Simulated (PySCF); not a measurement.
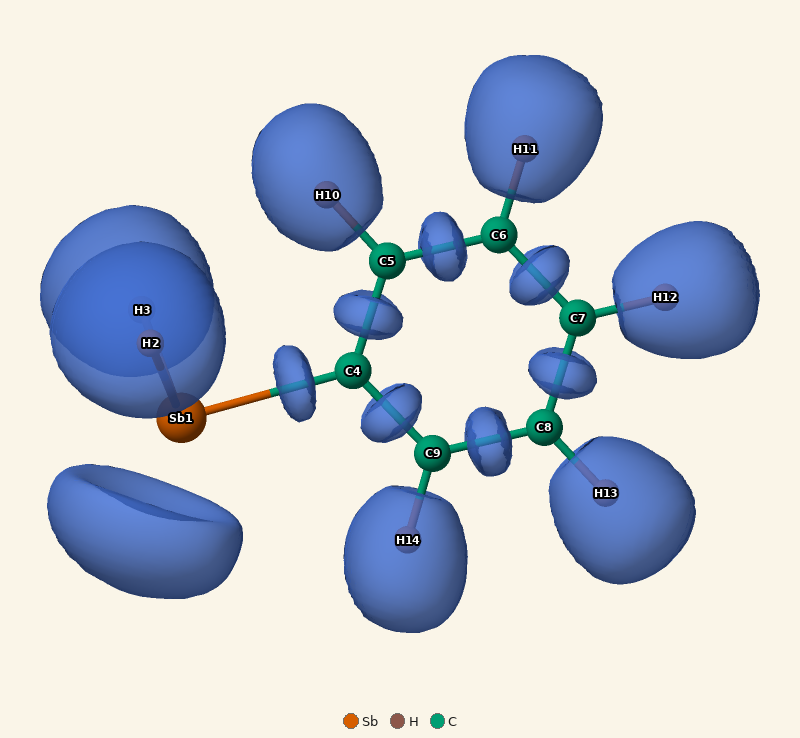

Figure. C₆H₇Sb. Isosurface of the electron localisation function at 0.8 (blue), seen across its widest extent. Core shells and regions of very low density are left out.

Geometry: PBE0-D3(BJ)/def2-SVP; core potentials replace the inner electrons of Sb.

These are results of B3LYP/def2-SVPD, SCF density, gas phase, scalar-relativistic core potentials on the heavy atoms (PySCF 2.14.0), not measurements.

```yaml
atoms:
  - { symbol: Sb, position_ang: [1.2136, 2.1696, 1.6210] }
  - { symbol: H, position_ang: [2.6316, 2.1995, 0.6502] }
  - { symbol: H, position_ang: [0.5003, 3.3898, 0.6444] }
  - { symbol: C, position_ang: [0.3045, 0.5460, 0.5179] }
  - { symbol: C, position_ang: [0.1715, 0.5594, -0.8762] }
  - { symbol: C, position_ang: [-0.4256, -0.5113, -1.5389] }
  - { symbol: C, position_ang: [-0.8974, -1.6089, -0.8178] }
  - { symbol: C, position_ang: [-0.7707, -1.6307, 0.5689] }
  - { symbol: C, position_ang: [-0.1737, -0.5573, 1.2326] }
  - { symbol: H, position_ang: [0.5368, 1.4115, -1.4552] }
  - { symbol: H, position_ang: [-0.5235, -0.4892, -2.6274] }
  - { symbol: H, position_ang: [-1.3651, -2.4473, -1.3397] }
  - { symbol: H, position_ang: [-1.1385, -2.4865, 1.1407] }
  - { symbol: H, position_ang: [-0.0833, -0.5884, 2.3226] }
```

Where are the electrons localised?

The surface consists of six regions between bonded C–C atoms (shared pairs), seven regions around hydrogen nuclei, one lobe of the valence shell of C pointing towards Sb (polar bonds) and one lobe on Sb, pointing away from the bonds (lone pairs). Along the contacts the grid gives the following. C–C (1.39 Å): the ELF peaks at about 0.95 between the atoms; localised, covalent bonding. C–Sb (2.16 Å): the ELF peaks at about 0.95 in the valence shell of C, 0.7 Å from its nucleus, and drops to about 0.20 between the two atoms.
